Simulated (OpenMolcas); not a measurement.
# triplet GeH4O2: levels of theory compared

We compute a comparison of 6 runs (UHF/3-21G, UHF/cc-pVDZ, UB3LYP/cc-pVDZ, UBHLYP/cc-pVDZ, UM06-2X/cc-pVDZ, UM06-L/cc-pVDZ) of triplet GeH4O2. 

Program for the calculation: OpenMolcas 26.06.

## (1) Starting point

GeH4O2 has 7 atoms, charge 0, and is taken as a triplet. As SMILES of the parent species, `[OH][GeH2][OH]`. The coordinates come from a PBE0-D4/def2-TZVP relaxation. This is one conformer, not always the lowest. That shape belongs to the parent species and isn't relaxed for this state.

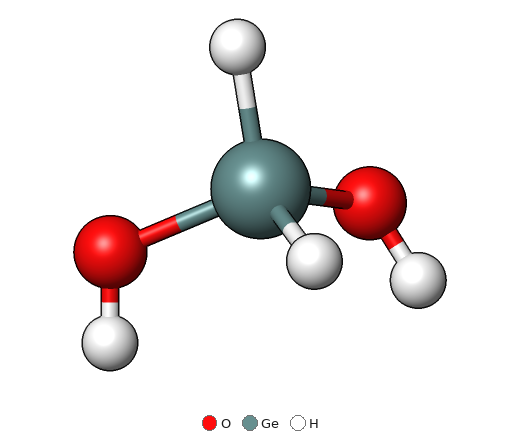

The structure, seen from a chosen angle (oxygen red, germanium teal, hydrogen white).

## (2) A single-point energy at UHF/3-21G (run 1)

Input file geom.xyz:

```xyz
7

O     -1.491300    -0.416000    -0.173900
Ge     0.023500     0.377000     0.305300
O      1.347400    -0.798900     0.400600
H     -1.634900    -0.418700    -1.122100
H      0.363400     1.460500    -0.739100
H     -0.172500     0.863100     1.737300
H      1.625600    -1.135200    -0.453800
```

Input file job.input:

```
* GeH4O2 Hartree-Fock
&GATEWAY
BasLib = $CurrDir
Coord = geom.xyz
Basis = 3-21G
Group = NoSym
&SEWARD
&SCF
UHF
Spin = 3
Thresholds = 1e-10 1e-07 1e-07 1e-05
PrOrbitals = 1 1
```

The basis set 3-21G is read from a file made from the Basis Set Exchange's data (not shown).

Started as:

```bash
$ export MOLCAS_MEM=1860
$ pymolcas job.input > job.log
```

The log of the run:

```text
--- Start Module: gateway ---
[...]
--- Stop Module: gateway /rc=_RC_ALL_IS_WELL_ ---
--- Start Module: seward ---
[...]
      Basis functions           48
--- Stop Module: seward /rc=_RC_ALL_IS_WELL_ ---
[...]
--- Start Module: scf ---
[...]
       Convergence after  29 Iterations
[...]
::    Total SCF energy                              -2216.3588059996
[...]
      Total spin, S                                     1.0019493691
[...]
      Total electronic charge=   52.000000
      Total            charge=   -0.000000
[...]
      Dipole Moment (debye):
      Origin of the operator (angstrom)=   -0.0035    0.0838    0.2330
                   X=  1.8601E+00               Y=  4.7707E-01               Z= -1.2156E+00           Total=  2.2727E+00
      Quadrupole Moment (debye*angstrom):
[...]
--- Stop Module: scf /rc=_RC_ALL_IS_WELL_ ---
[...]
```

It took 4.2 s on 1 thread of Intel Xeon Platinum 8259CL at 2.50GHz (Skylake/Cascade Lake), shared host; peak memory 0.38 GiB.

## (3) A single-point energy at UHF/cc-pVDZ (run 2)

Input file run.input:

```
&GATEWAY
  BASLIB=$CurrDir
  COORD
  7
  angstrom
  O       -1.491300      -0.416000      -0.173900
  Ge       0.023500       0.377000       0.305300
  O        1.347400      -0.798900       0.400600
  H       -1.634900      -0.418700      -1.122100
  H        0.363400       1.460500      -0.739100
  H       -0.172500       0.863100       1.737300
  H        1.625600      -1.135200      -0.453800
  BASIS=cc-pVDZ
  GROUP=NoSym

&SEWARD

&SCF
  UHF
  SPIN=3
  THRESHOLDS=1e-10 1e-07 1e-07 1e-05
  PRORBITALS=0
```

The basis set cc-pVDZ is read from a file made from the Basis Set Exchange's data (not shown).

Started as:

```bash
$ export MOLCAS_MEM=1860
$ pymolcas run.input > run.log
```

The log of the run:

```text
--- Start Module: gateway ---
[...]
--- Stop Module: gateway /rc=_RC_ALL_IS_WELL_ ---
--- Start Module: seward ---
[...]
      Basis functions           75
--- Stop Module: seward /rc=_RC_ALL_IS_WELL_ ---
[...]
--- Start Module: scf ---
[...]
       Convergence after  33 Iterations
[...]
::    Total SCF energy                              -2227.1835671950
[...]
      Total spin, S                                     1.0025284693
[...]
      Total electronic charge=   52.000000
      Total            charge=   -0.000000
[...]
      Dipole Moment (debye):
      Origin of the operator (angstrom)=   -0.0035    0.0838    0.2330
                   X=  4.4129E-01               Y=  1.4548E+00               Z= -1.1562E-01           Total=  1.5247E+00
      Quadrupole Moment (debye*angstrom):
[...]
--- Stop Module: scf /rc=_RC_ALL_IS_WELL_ ---
[...]
```

Wall time 11 s (1 thread of Intel Xeon Platinum 8259CL at 2.50GHz (Skylake/Cascade Lake), shared host); peak memory 0.43 GiB.

Runs 3 to 4 aren't shown in full; the table further down has their settings and results.

## (4) A single-point energy at UM06-2X/cc-pVDZ (run 5)

Input file mol.input:

```
&GATEWAY
  BasLib
  $CurrDir
  Coord
  7
  angstrom
  O       -1.491300      -0.416000      -0.173900
  Ge       0.023500       0.377000       0.305300
  O        1.347400      -0.798900       0.400600
  H       -1.634900      -0.418700      -1.122100
  H        0.363400       1.460500      -0.739100
  H       -0.172500       0.863100       1.737300
  H        1.625600      -1.135200      -0.453800
  Basis
  cc-pVDZ
  Group
  NoSym

&SEWARD
  GridInput
  Grid=UltraFine
  End of Grid

&SCF
  UHF
  Spin
  3
  KSDFT
  M062X
  Thresholds
  1e-10 1e-07 1e-07 1e-05
  PrOrbitals
  1 1
```

The basis set cc-pVDZ is read from a file made from the Basis Set Exchange's data (not shown).

Started as:

```bash
$ export MOLCAS_MEM=1860
$ pymolcas mol.input > mol.log
```

The log of the run:

```text
--- Start Module: gateway ---
[...]
--- Stop Module: gateway /rc=_RC_ALL_IS_WELL_ ---
--- Start Module: seward ---
[...]
      Basis functions           75
--- Stop Module: seward /rc=_RC_ALL_IS_WELL_ ---
[...]
--- Start Module: scf ---
[...]
       Convergence after  47 Iterations
[...]
::    Total KS-DFT energy                           -2229.5381118066
[...]
      Total spin, S                                     1.0019027358
[...]
      Total electronic charge=   52.000000
      Total            charge=   -0.000000
[...]
      Dipole Moment (debye):
      Origin of the operator (angstrom)=   -0.0035    0.0838    0.2330
                   X=  5.9737E-01               Y=  1.0047E+00               Z= -5.6075E-01           Total=  1.2965E+00
      Quadrupole Moment (debye*angstrom):
[...]
--- Stop Module: scf /rc=_RC_ALL_IS_WELL_ ---
[...]
```

Wall time 2.9 min (1 thread of Intel Xeon Platinum 8259CL at 2.50GHz (Skylake/Cascade Lake), shared host); peak memory 0.43 GiB.

## (5) The energy at UM06-L/cc-pVDZ (run 6)

Input file job.input:

```
&GATEWAY
 BasLib = $CurrDir
 Coord
 7
 angstrom
 O       -1.491300      -0.416000      -0.173900
 Ge       0.023500       0.377000       0.305300
 O        1.347400      -0.798900       0.400600
 H       -1.634900      -0.418700      -1.122100
 H        0.363400       1.460500      -0.739100
 H       -0.172500       0.863100       1.737300
 H        1.625600      -1.135200      -0.453800
 Basis = cc-pVDZ
 Group = NoSym

&SEWARD
 GridInput
 Grid=UltraFine
 End of Grid

&SCF
 UHF
 Spin = 3
 KSDFT = M06L
 Thresholds = 1e-10 1e-07 1e-07 1e-05
 PrOrbitals = 1 1
```

The basis set cc-pVDZ is read from a file made from the Basis Set Exchange's data (not shown).

Started as:

```bash
$ export MOLCAS_MEM=1860
$ pymolcas job.input > job.log
```

The log of the run:

```text
--- Start Module: gateway ---
[...]
--- Stop Module: gateway /rc=_RC_ALL_IS_WELL_ ---
--- Start Module: seward ---
[...]
      Basis functions           75
--- Stop Module: seward /rc=_RC_ALL_IS_WELL_ ---
[...]
--- Start Module: scf ---
[...]
       Convergence after  40 Iterations
[...]
::    Total KS-DFT energy                           -2229.5262783055
[...]
      Total spin, S                                     1.0019201476
[...]
      Total electronic charge=   52.000000
      Total            charge=   -0.000000
[...]
      Dipole Moment (debye):
      Origin of the operator (angstrom)=   -0.0035    0.0838    0.2330
                   X= -1.5897E-01               Y=  8.3836E-01               Z= -1.1040E+00           Total=  1.3954E+00
      Quadrupole Moment (debye*angstrom):
[...]
--- Stop Module: scf /rc=_RC_ALL_IS_WELL_ ---
[...]
```

It took 2.5 min on 1 thread of Intel Xeon Platinum 8259CL at 2.50GHz (Skylake/Cascade Lake), shared host; peak memory 0.43 GiB.

## (6) Overview of the runs

| run | level | integration grid | energy (Eh) | dipole moment (D) | HOMO energy (eV) | ⟨S²⟩ | wall time |
| --- | --- | --- | --- | --- | --- | --- | --- |
| 1 | UHF/3-21G | – | -2216.358806 | 2.27 | -3.64 | 2.006 | 4.2 s |
| 2 | UHF/cc-pVDZ | – | -2227.183567 | 1.52 | -3.85 | 2.008 | 11 s |
| 3 | UB3LYP/cc-pVDZ | UltraFine | -2229.651265 | 1.39 | -1.63 | 2.007 | 98 s |
| 4 | UBHLYP/cc-pVDZ | UltraFine | -2229.500975 | 1.37 | -2.71 | 2.007 | 79 s |
| 5 | UM06-2X/cc-pVDZ | UltraFine | -2229.538112 | 1.30 | -2.93 | 2.006 | 2.9 min |
| 6 | UM06-L/cc-pVDZ | UltraFine | -2229.526278 | 1.40 | -0.78 | 2.006 | 2.5 min |

## (7) Outcome

```
                                 quantity           value
                      run 6: total energy  -2229.52628 Eh
                     run 6: dipole moment          1.40 D
run 6: HOMO energy (highest over α and β)        -0.78 eV
                              run 6: ⟨S²⟩           2.006
```

**Reading.** The dipole moment (its size) runs from 1.30 D (UM06-2X/cc-pVDZ) to 2.27 D (UHF/3-21G). The two ends differ in method and basis. Totals of different functionals can't be ranked against each other. All runs together took 8.6 min, the longest 2.9 min.
